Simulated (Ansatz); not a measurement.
# Cu+ with HO−: superposition error and deformation, part 2 of 2

Ansatz 0.2.0, Gaussian basis. Earlier steps stand in the parts before.

## 11. B3LYP-D4/def2-TZVPPD

Input file free-b/in.yaml:

```yaml
crystal:
  periodic: [false, false, false]
  atoms:
    - {symbol: O, position_ang: [0.295612, 0.252785, 0.426538]}
    - {symbol: H, position_ang: [-0.341635, -0.292198, 0.901217]}
basis:
  gaussian: {orbitals: "def2-TZVPPD.json"}
total_charge: -1
hamiltonian: {xc: {name: B3LYP}, dispersion: d4}
```

Run with:

```
$ ansatz run in.yaml --threads 2 --pin off --events-out ev --progress --plain --max-ram 5222MiB
```

Standard output:

```text
Functional definition: B3LYP
  name "B3LYP"
  cite "Stephens, Devlin, Chabalowski & Frisch, J. Phys. Chem. 98, 11623 (1994) doi:10.1021/j100096a001"
  cite "Becke, Phys. Rev. A 38, 3098 (1988) doi:10.1103/PhysRevA.38.3098"
  cite "Lee, Yang & Parr, Phys. Rev. B 37, 785 (1988) doi:10.1103/PhysRevB.37.785"
  cite "Vosko, Wilk & Nusair, Can. J. Phys. 58, 1200 (1980) doi:10.1139/p80-159"
  parameter a0 = 0.2
  parameter ax = 0.72
  parameter ac = 0.81
  exchange = (1 - a0 - ax)*slater_x + ax*b88_x + a0*exact_x
  correlation = (1 - ac)*vwn_rpa_c + ac*lyp_c
243 factors; their error is unknown
mean field evaluation 1: about -2056.6519 eV, gradient 6.0e1 eV
mean field evaluation 2: about -2042.3407 eV, gradient 1.2e2 eV
mean field evaluation 4: about -2063.6939 eV, gradient 1.2e0 eV
mean field evaluation 8: about -2063.7020 eV, gradient 1.5e-2 eV
mean field -2063.70197274 eV, -75.8396486708 hartree, gradient 7.3e-5 eV, S^2 0.000000; 0 other end points of the search recorded, 0 dependent functions left out
reference -2063.70214052 eV, -75.8396548366 hartree; 5, 5 occupied and 52, 52 virtual orbitals, 243 factors
Total energy: -2063.70944786 eV, -75.8399233763 hartree
```

Run time: 0.15 s. Hardware: 2 threads of Arm Neoverse V2, shared host.

## 12. wB97X-V/def2-TZVPPD

Edit free-b/in.yaml of step 11 so:

```diff
@@ -8,2 +8,2 @@
 total_charge: -1
-hamiltonian: {xc: {name: B3LYP}, dispersion: d4}
+hamiltonian: {xc: {name: wB97X-V}}
```

Run with:

```
$ ansatz run in.yaml --threads 2 --pin off --events-out ev --progress --plain --max-ram 5222MiB
```

Standard output, cut to the lines that bear on the results:

```text
[... 5 set-up lines as earlier in the session ...]
[...]
      + integral(e_c_pw_opposite_spin*poly(b97_u_opposite, cos0, cos1)) + vv10(b, c)
243 factors; their error is unknown
78 factors; integrals over basis functions are off by at most 2.2e-5 eV
[...]
mean field -2062.70713036 eV, -75.8030888877 hartree, gradient 4.2e-5 eV, S^2 0.000000; 0 other end points of the search recorded, 0 dependent functions left out
reference -2062.70712896 eV, -75.8030888362 hartree; 5, 5 occupied and 52, 52 virtual orbitals, 243 factors
Total energy: -2062.70712896 eV, -75.8030888362 hartree
```

Wall time 0.5 s (2 threads of Arm Neoverse V2, shared host).

## 13. wB97M-V/def2-TZVPPD

Edit free-b/in.yaml of step 12 so:

```diff
@@ -8,2 +8,2 @@
 total_charge: -1
-hamiltonian: {xc: {name: wB97X-V}}
+hamiltonian: {xc: {name: wB97M-V}}
```

Run with:

```
$ ansatz run in.yaml --threads 2 --pin off --events-out ev --progress --plain --max-ram 5222MiB
```

Standard output, cut to the lines that bear on the results:

```text
[... 5 set-up lines as earlier in the session ...]
  # Of w^i u^j: cxij and so on, Table III.
[...]
  gx(w, u) = 1 - cx + cx01*u + cx10*w
  gss(w, u) = css00 + css04*u^4 + css10*w + css20*w^2 + css43*w^4*u^3
  gos(w, u) = cos00 + cos10*w + (cos20 + cos21*u)*w^2 + (cos60 + cos61*u)*w^6
[...]
      + integral(e_c_pw_mod_opposite_spin*gos(b97_w_opposite, b97_u_opposite)) + vv10(b, c)
243 factors; their error is unknown
78 factors; integrals over basis functions are off by at most 2.2e-5 eV
[...]
mean field -2062.83115727 eV, -75.8076467925 hartree, gradient 4.2e-5 eV, S^2 0.000000; 0 other end points of the search recorded, 0 dependent functions left out
reference -2062.83119182 eV, -75.8076480622 hartree; 5, 5 occupied and 52, 52 virtual orbitals, 243 factors
Total energy: -2062.83119182 eV, -75.8076480622 hartree
```

Wall time 0.5 s (2 threads of Arm Neoverse V2, shared host).

## 14. B2PLYP/def2-TZVPPD

Edit free-b/in.yaml of step 13 so:

```diff
@@ -8,2 +8,2 @@
 total_charge: -1
-hamiltonian: {xc: {name: wB97M-V}}
+hamiltonian: {xc: {name: B2PLYP}}
```

Run with:

```
$ ansatz run in.yaml --threads 2 --pin off --events-out ev --progress --plain --max-ram 5222MiB
```

Standard output, cut to the lines that bear on the results:

```text
[... 5 set-up lines as earlier in the session ...]
[...]
337 factors; integrals over basis functions are off by at most 1.3e-3 eV
[...]
mean field -2059.72825231 eV, -75.6936171384 hartree, gradient 9.0e-7 eV, S^2 0.000000; 0 other end points of the search recorded, 0 dependent functions left out
1 core orbitals not correlated: weight in the atoms' cores, before any rotation towards them, 1.000 or more for the frozen orbitals, at most 0.000 for the correlated occupied ones
reference -2059.72835305 eV, -75.6936208406 hartree; 4, 4 occupied and 52, 52 virtual orbitals, 337 factors
second order -9.51792175 eV of doubles, -0.00000000 eV of singles
Total energy: -2062.29819192 eV, -75.7880606772 hartree
```

Wall time 0.25 s (2 threads of Arm Neoverse V2, shared host).

## 15. BLYP-D4/def2-TZVPPD

Edit free-b/in.yaml of step 14 so:

```diff
@@ -8,2 +8,2 @@
 total_charge: -1
-hamiltonian: {xc: {name: B2PLYP}}
+hamiltonian: {xc: {name: BLYP}, dispersion: d4}
```

Run with:

```
$ ansatz run in.yaml --threads 2 --pin off --events-out ev --progress --plain --max-ram 5222MiB
```

Standard output, cut to the lines that bear on the results:

```text
Functional definition: BLYP
  name "BLYP"
[... 2 set-up lines as earlier in the session ...]
  parameter beta = 0.0042
  parameter a = 0.04918
  parameter b = 0.132
  parameter c = 0.2533
  parameter d = 0.349
  exchange = b88_x(beta = beta)
  correlation = lyp_c(a = a, b = b, c = c, d = d)
243 factors; their error is unknown
mean field evaluation 1: about -2044.6456 eV, gradient 9.5e1 eV
mean field evaluation 2: about -2010.6812 eV, gradient 1.9e2 eV
mean field evaluation 4: about -2063.4562 eV, gradient 2.4e0 eV
mean field evaluation 8: about -2063.4635 eV, gradient 1.5e-1 eV
mean field -2063.46353790 eV, -75.8308863522 hartree, gradient 2.8e-5 eV, S^2 0.000000; 0 other end points of the search recorded, 0 dependent functions left out
reference -2063.46376774 eV, -75.8308947985 hartree; 5, 5 occupied and 52, 52 virtual orbitals, 243 factors
Total energy: -2063.47488680 eV, -75.8313034162 hartree
```

Wall time 0.15 s (2 threads of Arm Neoverse V2, shared host).

## 16. revPBE-D4/def2-TZVPPD

Edit free-b/in.yaml of step 15 so:

```diff
@@ -8,2 +8,2 @@
 total_charge: -1
-hamiltonian: {xc: {name: BLYP}, dispersion: d4}
+hamiltonian: {xc: {name: revPBE}, dispersion: d4}
```

Run with:

```
$ ansatz run in.yaml --threads 2 --pin off --events-out ev --progress --plain --max-ram 5222MiB
```

Standard output, cut to the lines that bear on the results:

```text
Functional definition: revPBE
  name "revPBE"
  cite "Zhang & Yang, Phys. Rev. Lett. 80, 890 (1998) doi:10.1103/PhysRevLett.80.890"
[... 1 set-up line as earlier in the session ...]
  parameter kappa = 1.245
[... 3 set-up lines as earlier in the session ...]
243 factors; their error is unknown
mean field evaluation 1: about -2044.4196 eV, gradient 9.4e1 eV
mean field evaluation 2: about -2012.9727 eV, gradient 1.8e2 eV
mean field evaluation 4: about -2063.0348 eV, gradient 2.3e0 eV
mean field evaluation 8: about -2063.0419 eV, gradient 1.4e-1 eV
mean field -2063.04191818 eV, -75.8153921129 hartree, gradient 1.6e-5 eV, S^2 0.000000; 0 other end points of the search recorded, 0 dependent functions left out
reference -2063.04195470 eV, -75.8153934550 hartree; 5, 5 occupied and 52, 52 virtual orbitals, 243 factors
Total energy: -2063.06410635 eV, -75.8162075134 hartree
```

It took 0.15 s on 2 threads of Arm Neoverse V2, shared host.

## 17. B97M-V/def2-TZVPPD

Edit free-b/in.yaml of step 16 so:

```diff
@@ -8,2 +8,2 @@
 total_charge: -1
-hamiltonian: {xc: {name: revPBE}, dispersion: d4}
+hamiltonian: {xc: {name: B97M-V}}
```

Run with:

```
$ ansatz run in.yaml --threads 2 --pin off --events-out ev --progress --plain --max-ram 5222MiB
```

Standard output, cut to the lines that bear on the results:

```text
[... 5 set-up lines as earlier in the session ...]
  # Of w^i u^j: cxij and so on, Table III.
[...]
  gx(w, u) = cx00 + cx01*u + cx02*u^2 + (cx10 + cx11*u)*w
  gss(w, u) = css00 + css02*u^2 + css10*w + (css32*w^3 + css42*w^4)*u^2
  gos(w, u) = cos00 + cos01*u + cos03*u^3 + cos10*w + cos32*w^3*u^2
[...]
      + integral(e_c_pw_mod_opposite_spin*gos(b97_w_opposite, b97_u_opposite)) + vv10(b, c)
243 factors; their error is unknown
[...]
mean field -2062.78384379 eV, -75.8059080542 hartree, gradient 5.5e-5 eV, S^2 0.000000; 0 other end points of the search recorded, 0 dependent functions left out
reference -2062.78388462 eV, -75.8059095545 hartree; 5, 5 occupied and 52, 52 virtual orbitals, 243 factors
Total energy: -2062.78388462 eV, -75.8059095545 hartree
```

It took 0.45 s on 2 threads of Arm Neoverse V2, shared host.

## 18. HSE06-D4/def2-TZVPPD

Edit free-b/in.yaml of step 17 so:

```diff
@@ -8,2 +8,2 @@
 total_charge: -1
-hamiltonian: {xc: {name: B97M-V}}
+hamiltonian: {xc: hse06, dispersion: d4}
```

Run with:

```
$ ansatz run in.yaml --threads 2 --pin off --events-out ev --progress --plain --max-ram 5222MiB
```

Standard output, cut to the lines that bear on the results:

```text
Functional definition: HSE06
  name "HSE06"
  cite "Heyd, Scuseria & Ernzerhof, J. Chem. Phys. 118, 8207 (2003) doi:10.1063/1.1564060"
  cite "Krukau, Vydrov, Izmaylov & Scuseria, J. Chem. Phys. 125, 224106 (2006) doi:10.1063/1.2404663"
  cite "Heyd & Scuseria, J. Chem. Phys. 120, 7274 (2004) doi:10.1063/1.1668634"
  cite "Ernzerhof & Perdew, J. Chem. Phys. 109, 3313 (1998) doi:10.1063/1.476928"
[... 2 set-up lines as earlier in the session ...]
[...]
  # The whole range is PBE's own exchange, as in plane waves. The composition of these papers is wPBEh.
[...]
243 factors; their error is unknown
24 factors; integrals over basis functions are off by at most 9.7e-5 eV
[...]
mean field -2061.10749581 eV, -75.7443034022 hartree, gradient 8.2e-5 eV, S^2 0.000000; 0 other end points of the search recorded, 0 dependent functions left out
reference -2061.10752399 eV, -75.7443044376 hartree; 5, 5 occupied and 52, 52 virtual orbitals, 243 factors
Total energy: -2061.11083996 eV, -75.7444262973 hartree
```

It took 0.2 s on 2 threads of Arm Neoverse V2, shared host.

## 19. CCSD(T)/def2-TZVPPD

Edit free-b/in.yaml of step 18 so:

```diff
@@ -8,2 +8,2 @@
 total_charge: -1
-hamiltonian: {xc: hse06, dispersion: d4}
+correlation: {method: ccsd_t}
```

Run with:

```
$ ansatz run in.yaml --threads 2 --pin off --events-out ev --progress --plain --max-ram 5222MiB
```

Standard output, cut to the lines that bear on the results:

```text
[... 4 set-up lines as earlier in the session ...]
[...]
337 factors; integrals over basis functions are off by at most 1.3e-3 eV
[...]
mean field -2052.15449927 eV, -75.4152868480 hartree, gradient 1.0e-6 eV, S^2 0.000000; 0 other end points of the search recorded, 0 dependent functions left out
1 core orbitals not correlated: weight in the atoms' cores, before any rotation towards them, 1.000 or more for the frozen orbitals, at most 0.000 for the correlated occupied ones
reference -2052.15449927 eV, -75.4152868480 hartree; 4, 4 occupied and 52, 52 virtual orbitals, 337 factors
second order -7.72966572 eV of doubles, -0.00000000 eV of singles
cycle   1  -7.32324866 eV  change    4.1e-1 eV  update   1.0e-1
[...]
cycle  10  -7.60961702 eV  change    3.4e-6 eV  update   5.9e-6
perturbative correction -0.32016814 eV, -0.0117659620 hartree
Total energy: -2060.08428443 eV, -75.7067010774 hartree
```

It took 0.25 s on 2 threads of Arm Neoverse V2, shared host.

## 20. The split

```
      method  interaction with counterpoise (meV)  without  superposition error  deformation  binding energy
      PBE-D4                                -9513    -9542                   29            1           -9512
   revPBE-D4                                -9285    -9315                   30            1           -9284
     BLYP-D4                                -9436    -9467                   30            1           -9435
   r2SCAN-D4                                -9555    -9575                   20            0           -9555
      B97M-V                                -9495    -9517                   21            0           -9496
     PBE0-D4                                -9109    -9128                   19            0           -9109
    B3LYP-D4                                -9151    -9172                   21            0           -9151
    HSE06-D4                                -9104    -9122                   19            0           -9104
     wB97X-V                                -8961    -8976                   15            0           -8961
     wB97M-V                                -8934    -8950                   16            0           -8934
      B2PLYP                                -8988    -9028                   41            0           -8987
Hartree-Fock                                -7892    -7906                   14           -2           -7895
         MP2                                -8737    -8816                   79            0           -8736
        CCSD                                -8518    -8589                   70            0           -8518
     CCSD(T)                                -8630    -8715                   85            0           -8630
```

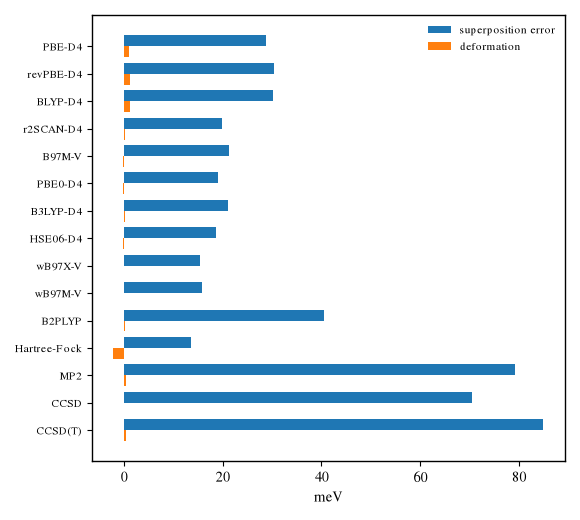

Superposition error and deformation energy by method.

## 21. Outcome

This closing draws on all 2 parts.

| quantity | value |
| --- | --- |
| interaction, CCSD(T) | -8630 meV |
| superposition error | 85 meV |
| deformation | 0 meV |
| binding energy | -8630 meV |

In words: In this basis the superposition error is 85 meV for CCSD(T) and 22 meV on average for the plain functionals: correlated methods borrow far more, since they need many more functions to converge. Deformation takes back 0 % of the interaction. The free shapes are PBE0-D4 minima, so other methods can show a small negative deformation energy.
